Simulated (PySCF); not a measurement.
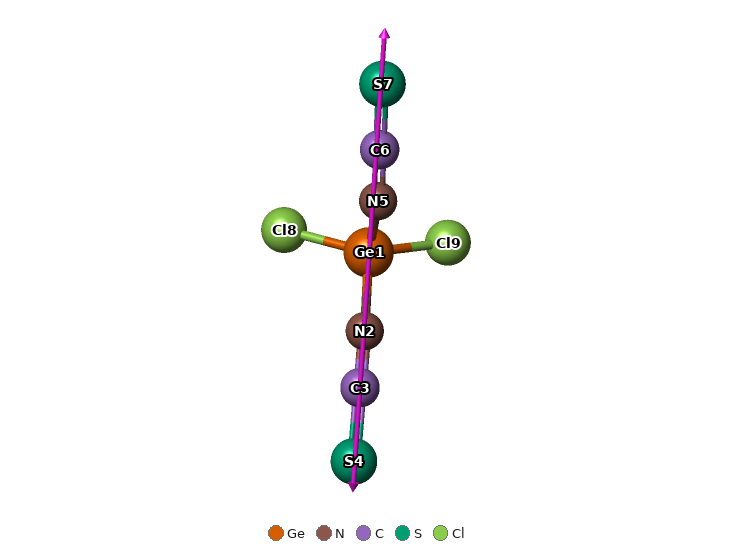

The double arrow shows the direction of the transition dipole to excited singlet state 13 (its length means nothing). The geometry was computed by an optimisation with PBE0-D3(BJ)/def2-SVP. No frequency run is at hand to confirm it as a minimum. Method: TDDFT ωB97X-D/def2-SVPD, vertical, gas phase, core orbitals frozen in the response (PySCF 2.14.0).

**How is the transition polarised?**

Close to the long direction S4···S7.

**Where does the transition lie, and how strong is it?**

7.12 eV (174 nm), oscillator strength 1.16, of mixed character, with the largest part HOMO → LUMO+1 (weight 0.33); transition dipole 6.55 D.
